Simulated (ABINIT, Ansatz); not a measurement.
# Quasiparticle gap of BaMg2Sb2 (P-3m1) in ABINIT, part 3 of 3

Wanted: ground state, empty states, screening and self-energy for BaMg2Sb2 (P-3m1).

ABINIT 10.8.3; LDA and many-body steps on it, plane waves. Known limits of the many-body steps: not at the basis limit; no spin-orbit coupling; coarse k mesh.

So far. Step 3 (Bands along the symmetry lines): The gap is 0.784 eV, as in the run before at this level. Step 4 (Empty states on the mesh, 3×3×1 mesh, 325 bands): On this mesh the gap is 1.039 eV. The earlier step found 0.784 eV, so this mesh misses an edge.

## 5. Screening, 3×3×1 mesh, 297 bands, screening to 176.9 eV

The RPA dielectric matrix is built and inverted for each q.

This step: RPA screening on LDA, plane waves, norm-conserving pseudopotentials.

The input, run.abi:

```
acell 3*1.0 Angstrom
rprim 
  4.770000000028 -0.000000000006 0.000000000000
  -2.385000000008 4.130941176079 0.000000000000
  0.000000000000 0.000000000000 8.100000000000
ntypat 3
znucl 56 12 51
natom 5
typat 1 2 2 3 3
xred 
  0.000000000000 0.000000000000 0.000000000000
  0.333333333333 0.666666666667 0.624700000000
  0.666666666667 0.333333333333 0.375300000000
  0.333333333333 0.666666666667 0.268000000000
  0.666666666667 0.333333333333 0.732000000000
pp_dirpath "pseudos"
pseudos "Ba.upf, Mg.upf, Sb.upf"
ecut 40
ngkpt 3 3 1
nshiftk 1
shiftk 0 0 0
kptopt 1
chksymbreak 0
istwfk *1
occopt 1
irdwfk 1
optdriver 3
nband 297
ecuteps 6.5
inclvkb 2
awtr 1
symchi 1
indata_prefix "in"
outdata_prefix "out"
tmpdata_prefix "tmp"
```

On the command line:

```
$ OMP_NUM_THREADS=1 mpirun -n 4 abinit run.abi > log
```

Numbers of over 12 decimals in the logs are rounded to 6 here.

The program printed:

```text
.Version 10.8.3 of ABINIT. v10.8.2 released Aug 2026.

 Symmetries : space group P-3 m 1 (#164); Bravais hP (primitive hexag.)
[... echo of the input left out ...]
== DATASET  1 ==================================================================
-   mpi_nproc: 4, omp_nthreads: 1 (-1 if OMP is not activated)

--- !DatasetInfo
iteration_state: {dtset: 1, }
dimensions: {natom: 5, nkpt: 3, mband: 297, nsppol: 1, nspinor: 1, nspden: 1, mpw: 13038, }
cutoff_energies: {ecut:  40.0, pawecutdg:  -1.0, }
electrons: {nelect:   7.60000000E+01, charge:   0.00000000E+00, occopt:   1.00000000E+00, tsmear:   1.00000000E-02, }

 SCREENING: Calculation of the susceptibility and dielectric matrices

 Based on a program developped by R.W. Godby, V. Olevano, G. Onida, and L. Reining.
 Incorporated in ABINIT by V. Olevano, G.-M. Rignanese, and M. Torrent.
.Using double precision arithmetic ; gwpc =  8

[... cell and pseudopotentials left out ...]
--------------------------------------------------------------------------------

 ==== K-mesh for the wavefunctions ====
 Number of points in the irreducible wedge :     3
[... list of points left out ...]
 Together with 12 symmetry operations and time-reversal symmetry
 yields     9 points in the full Brillouin Zone.

 ==== Q-mesh for the screening function ====
 Number of points in the irreducible wedge :     3
[... list of points left out ...]
 Together with 12 symmetry operations and time-reversal symmetry
 yields     9 points in the full Brillouin Zone.

 setmesh: FFT mesh size selected  =    32x   32x   64
          total number of points  =        65536

 vcoul_init : cutoff-mode = AUXILIARY_FUNCTION
 q-points for optical limit:   1
     1)      0.000010    0.000020    0.000030

- screening: taking advantage of time-reversal symmetry
- Maximum band index for partially occupied states nbvw = 38
- Remaining bands to be divided among processors   nbcw = 259
- Number of bands treated by each node ~64

 Number of electrons calculated from density =   76.0000; Expected =   76.0000
 average of density, n =  0.070561
 r_s =    1.5012
 omega_plasma =   25.6235 [eV]

 calculating chi0 at frequencies [eV] :
  1    0.000000E+00    0.000000E+00
  2    0.000000E+00    2.562347E+01

--------------------------------------------------------------------------------
  q-point number  1        q = ( 0.000000, 0.000000, 0.000000) [r.l.u.]
--------------------------------------------------------------------------------
[... chi0 elements left out ...]
 For q-point:  0.000010 0.000020 0.000030
  dielectric constant =  18.6559
  dielectric constant without local fields =  21.0399

  Average fulfillment of the sum rule on Im[epsilon] for q-point    1 :     63.06  [%]
[... wings left out ...]
  q-point number  2        q = ( 0.333333, 0.000000, 0.000000) [r.l.u.]
--------------------------------------------------------------------------------
[... chi0 elements left out ...]
  Average fulfillment of the sum rule on Im[epsilon] for q-point    2 :     65.82  [%]

 [... 1 further q-points ...]
```

Elapsed: 2.2 min, on 4 MPI ranks of Intel Xeon Platinum 8488C (Sapphire Rapids), shared host; peak memory 2.2 GiB.

Numbers from this step:

- ε∞ with local fields, on this mesh, along the program's q direction: 18.66
- the same without local fields: 21.04
- plasma frequency: 25.62 eV
- plane waves in the screening matrix: 869

Local fields lower ε∞ by 11 %. On a Γ-centred mesh this coarse the value itself is usually too large, while a short band sum pulls it down.

## 6. Self-energy, 3×3×1 mesh, 297 bands, screening to 176.9 eV

The self-energy is evaluated for the states that the input lists, and the levels follow from it, in one-shot runs by the linearised quasiparticle equation.

This step: G0W0 on LDA, plane waves, norm-conserving pseudopotentials.

Changes to run.abi since step 5:

```diff
@@ -26,8 +26,17 @@
 irdwfk 1
-optdriver 3
+optdriver 4
 nband 297
+gwcalctyp 0
+ecutsigx 40
+symsigma 1
+nkptgw 2
+kptgw 
+  0.0000000000 0.0000000000 0.0000000000
+  0.3333333333 0.0000000000 0.0000000000
+bdgw 
+  37 40
+  37 40
 ecuteps 6.5
-inclvkb 2
-awtr 1
-symchi 1
+irdscr 1
+ppmodel 1
 indata_prefix "in"
```

The program printed:

```text
.Version 10.8.3 of ABINIT. v10.8.2 released Aug 2026.

 Symmetries : space group P-3 m 1 (#164); Bravais hP (primitive hexag.)
[... echo of the input left out ...]
== DATASET  1 ==================================================================
-   mpi_nproc: 4, omp_nthreads: 1 (-1 if OMP is not activated)

--- !DatasetInfo
iteration_state: {dtset: 1, }
dimensions: {natom: 5, nkpt: 3, mband: 297, nsppol: 1, nspinor: 1, nspden: 1, mpw: 13038, }
cutoff_energies: {ecut:  40.0, pawecutdg:  -1.0, }
electrons: {nelect:   7.60000000E+01, charge:   0.00000000E+00, occopt:   1.00000000E+00, tsmear:   1.00000000E-02, }

 SIGMA: Calculation of the GW corrections

 Based on a program developped by R.W. Godby, V. Olevano, G. Onida, and L. Reining.
 Incorporated in ABINIT by V. Olevano, G.-M. Rignanese, and M. Torrent.
.Using double precision arithmetic ; gwpc =  8

[... cell and pseudopotentials left out ...]
--------------------------------------------------------------------------------

 ==== K-mesh for the wavefunctions ====
 Number of points in the irreducible wedge :     3
[... list of points left out ...]
 Together with 12 symmetry operations and time-reversal symmetry
 yields     9 points in the full Brillouin Zone.

 ==== Q-mesh for screening function ====
 Number of points in the irreducible wedge :     3
[... list of points left out ...]
 Together with 12 symmetry operations and time-reversal symmetry
 yields     9 points in the full Brillouin Zone.

 vcoul_init : cutoff-mode = AUXILIARY_FUNCTION
 q-points for optical limit:   1
     1)      0.000010    0.000020    0.000030
 setmesh: FFT mesh size selected  =    45x   45x   90
          total number of points  =       182250

 Number of electrons calculated from density =   76.0000; Expected =   76.0000
 average of density, n =  0.070561
 r_s =    1.5012
 omega_plasma =   25.6235 [eV]

 === KS Band Gaps ===
  >>>> For spin  1
   Minimum direct gap =   1.4211 [eV], located at k-point      :   0.0000  0.0000  0.0000
   Fundamental gap    =   1.0391 [eV], Top of valence bands at :   0.0000  0.0000  0.0000
                                       Bottom of conduction at :   0.3333  0.0000  0.0000
 SIGMA fundamental parameters:
 PLASMON POLE MODEL  1
 number of plane-waves for SigmaX                12973
 number of plane-waves for SigmaC and W            869
 number of plane-waves for wavefunctions         12973
 number of bands                                   297
 number of independent spin polarizations            1
 number of spinorial components                      1
 number of k-points in IBZ                           3
 number of q-points in IBZ                           3
 number of symmetry operations                      12
 number of k-points in BZ                            9
 number of q-points in BZ                            9
 number of frequencies for dSigma/dE                 9
 frequency step for dSigma/dE [eV]                0.25
 number of omega for Sigma on real axis              0
 max omega for Sigma on real axis  [eV]           0.00
 zcut for avoiding poles [eV]                     0.10

 EPSILON^-1 parameters (SCR file):
 dimension of the eps^-1 matrix on file            869
 dimension of the eps^-1 matrix used               869
 number of plane-waves for wavefunctions         12973
 number of bands                                   297
 number of q-points in IBZ                           3
 number of frequencies                               2
 number of real frequencies                          1
 number of imag frequencies                          1

 matrix elements of self-energy operator (all in [eV])

 Perturbative Calculation

--- !SelfEnergy_ee
iteration_state: {dtset: 1, }
kpoint     : [   0.000,    0.000,    0.000, ]
spin       : 1
KS_gap     :    1.421
QP_gap     :    2.113
Delta_QP_KS:    0.692
data: !SigmaeeData |
     Band     E0 <VxcDFT>   SigX SigC(E0)      Z dSigC/dE  Sig(E)    E-E0       E
       37   4.954 -11.883 -13.181   1.016   0.782  -0.278 -12.104  -0.221   4.733
       38   4.954 -11.883 -13.181   1.016   0.782  -0.278 -12.104  -0.221   4.733
       39   6.375 -10.029  -5.517  -3.918   0.791  -0.264  -9.559   0.470   6.845
       40   6.419  -9.957  -5.921  -3.592   0.789  -0.268  -9.606   0.350   6.769

--- !SelfEnergy_ee
iteration_state: {dtset: 1, }
kpoint     : [   0.333,    0.000,    0.000, ]
spin       : 1
KS_gap     :    1.883
QP_gap     :    2.358
Delta_QP_KS:    0.476
data: !SigmaeeData |
     Band     E0 <VxcDFT>   SigX SigC(E0)      Z dSigC/dE  Sig(E)    E-E0       E
       37   3.944 -11.038 -12.564   1.176   0.778  -0.285 -11.311  -0.273   3.672
       38   4.111 -11.238 -12.686   1.113   0.779  -0.283 -11.499  -0.261   3.850
       39   5.993  -8.679  -4.751  -3.657   0.793  -0.261  -8.464   0.215   6.208
       40   7.510  -9.483  -4.982  -4.058   0.788  -0.269  -9.134   0.349   7.859

== END DATASET(S) ==============================================================
================================================================================

 -outvars: echo values of variables after computation  --------
           etotal      0.0000000000E+00
            nband         297
             nkpt           3
          spgroup         164
 [... the other variables as echoed above ...]

 Calculation completed.
```

Elapsed: 82 s, on 4 MPI ranks; peak memory 2.2 GiB.

Numbers from this step:

* G0W0 gap on the points computed: 1.475 eV
* starting gap on the mesh: 1.039 eV
* k of the valence top: 0, 0, 0
* k of the conduction bottom: 0.3333, 0, 0
* Z at the valence top: 0.782
* Z at the conduction bottom: 0.793
* least direct G0W0 gap on the computed points: 2.036 eV

The gap on the mesh goes from 1.04 eV to 1.48 eV, a correction of +0.44 eV. The start differs from the 0.78 eV found before because the two sample other k points.

Limits: finite bands, cutoff and mesh; no spin-orbit coupling; coarse k mesh. v1 is the top filled band, c1 the lowest empty one. The levels before and after the correction (eV, zero at the valence-band top of each column):

```
           conduction bottom  valence top
Kohn-Sham               1.04         0.00
     G0W0               1.48         0.00
```

```
                    level  energy (eV)
Kohn-Sham         Γ v2-v1        0.000
Kohn-Sham            Γ c1        1.421
Kohn-Sham            Γ c2        1.465
Kohn-Sham  (0.333 0 0) v2       -1.010
Kohn-Sham  (0.333 0 0) v1       -0.844
Kohn-Sham  (0.333 0 0) c1        1.039
Kohn-Sham  (0.333 0 0) c2        2.556
     G0W0         Γ v2-v1        0.000
     G0W0            Γ c1        2.112
     G0W0            Γ c2        2.036
     G0W0  (0.333 0 0) v2       -1.061
     G0W0  (0.333 0 0) v1       -0.883
     G0W0  (0.333 0 0) c1        1.475
     G0W0  (0.333 0 0) c2        3.126
```

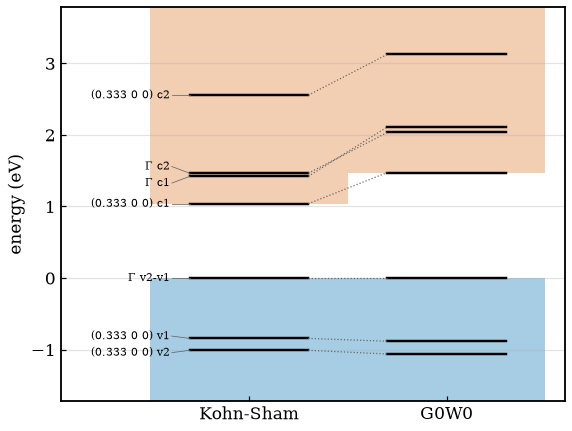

Levels before and after the correction. Shaded: valence and conduction bands.

## 7. Where the time went

Times are wall times on 4 MPI ranks of Intel Xeon Platinum 8488C (Sapphire Rapids), shared host, good to a factor of about two.

```
                          step     time  share  memory (GiB)
                  ground state  3.2 min   20 %          0.73
bands along the symmetry lines  4.3 min   27 %           1.1
      empty states on the mesh    5 min   31 %          0.63
                     screening  2.2 min   14 %           2.2
                   self-energy     82 s    8 %           2.2
```

## 8. Outcome

| Quantity | Value |
| --- | --- |
| LDA gap | 0.78 eV, indirect |
| G0W0 gap on the mesh | 1.48 eV |
| G0W0 gap over the zone (rigid shift) | 1.22 eV |
| GW settings | 3×3×1 mesh, 297 bands, screening to 176.9 eV, Godby-Needs plasmon pole |
| known limits | not at the basis limit; no spin-orbit coupling; coarse k mesh |

**Reading.** G0W0 moves the gap on the mesh from 1.04 eV to 1.48 eV (+0.44 eV), with Z of 0.78 and 0.79 at the edges. The mesh misses the band edges by 0.26 eV in all; a rigid shift gives 1.22 eV for the zone. Local fields lower the RPA ε∞ on this mesh from 21.04 to 18.66; a Γ-centred mesh this coarse tends to raise both, most where the direct gap is narrow, while a short band sum lowers them. Only 2 of the mesh's irreducible points were corrected, so a valley elsewhere could overtake. Bands and cutoff are finite, so the gap is not at the basis limit. The miss can reach some tenths of an eV and take either sign; the mesh is an error of its own. In the G0W0 run levels were corrected at 2 k points alone, so a gap called «on the mesh» is the least over those, and an edge elsewhere would be missed. A denser mesh or path gives a starting gap of 0.78 eV: the GW mesh misses a band edge, so its gaps are not the fundamental one. The 3×3×1 mesh is coarse for this cell, which bears on the long-range parts of exchange and screening. The many-body steps are scalar-relativistic: spin-orbit coupling is not in them.

[Paths, hosts, dates, memory and timing lines, banners, echoed tables and standing remarks are left out of the program output.]

[Logs are printed without paths, hosts, clocks, repeated set-up lines and the standing remarks that a program may print on its own settings, such as how far it seeks lower states.]

[Runs of the session that timed out or met a known fault of the program may be left out.]

[Hosts, paths, dates, database ids (printed as entryN), source tags and the programs' standing remarks are cut or masked in the printed files.]

[G0W0 gaps are taken among the corrected bands and points alone; a level outside them can change the order at an edge.]

[Where Ansatz stands beside ABINIT at settings called matched, ABINIT's density can come from a denser mesh and the files from another edition; pairs whose starting gaps differed by over 0.03 eV were left out, so agreement reads better than it is.]
